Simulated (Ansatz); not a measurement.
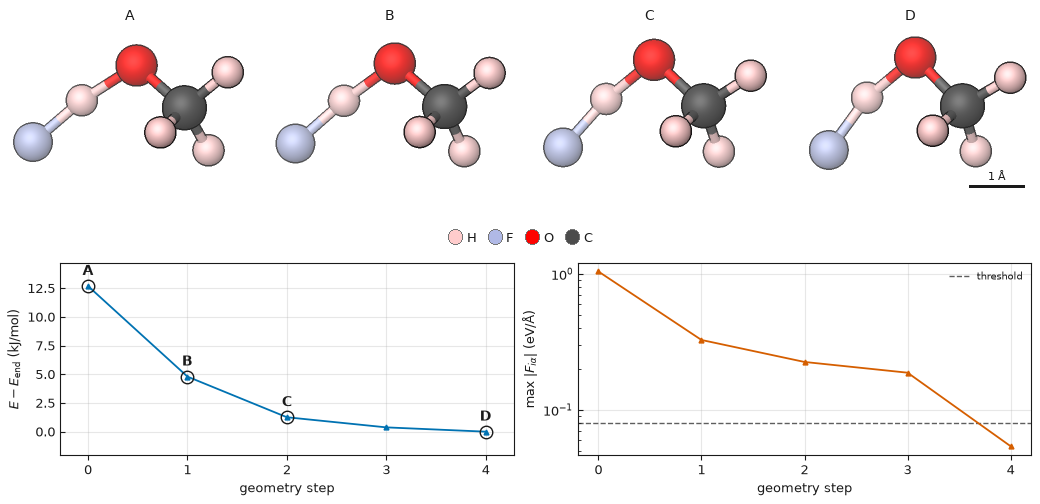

Frames of a constrained relaxation of CH$_{4}$FO (multiplicity 2), marked on the history of the run. The picture is a ball-and-stick view, seen at a tilt.

The reaction that was planned forms H1–O3 and breaks H1–F2 (atoms numbered from 1 in input order).

Computed with UKS PBE0-D4/def2-SVP (Ansatz 0.2.0). (held fixed: the distance between atoms 1 (H) and 3 (O), the distance between atoms 1 (H) and 2 (F), counting from 1; force threshold 0.08 eV/Å; at most 120 steps)

Describe the path.

Answer. After 4 geometry steps the energy has fallen by 12.7 kJ/mol. Largest force component: 1 eV/Å at the start, 0.054 eV/Å at the end. The atom that moves furthest after the best rigid fit is the F atom (0.36 Å). Largest moves by element: F 0.36 Å, H 0.25 Å, O 0.16 Å, C 0.06 Å. Among the contacts that change: C–O 1.343 → 1.365 Å, C–H 1.108 → 1.116 Å. Among the angles between lasting bonds that change: H–O–C 113.1° → 103.7°, O–C–H 111.6° → 105.6°, H–C–H 109.6° → 114.2°. The run took 6.5 s on 2 threads of Intel Xeon 6975P-C (shared host). From step 0 to 1: an H atom moves most (0.08 Å), energy −7.89 kJ/mol. From step 1 to 2: the F atom moves most (0.18 Å), energy −3.54 kJ/mol. From step 2 to 4: the F atom moves most (0.13 Å), energy −1.26 kJ/mol.
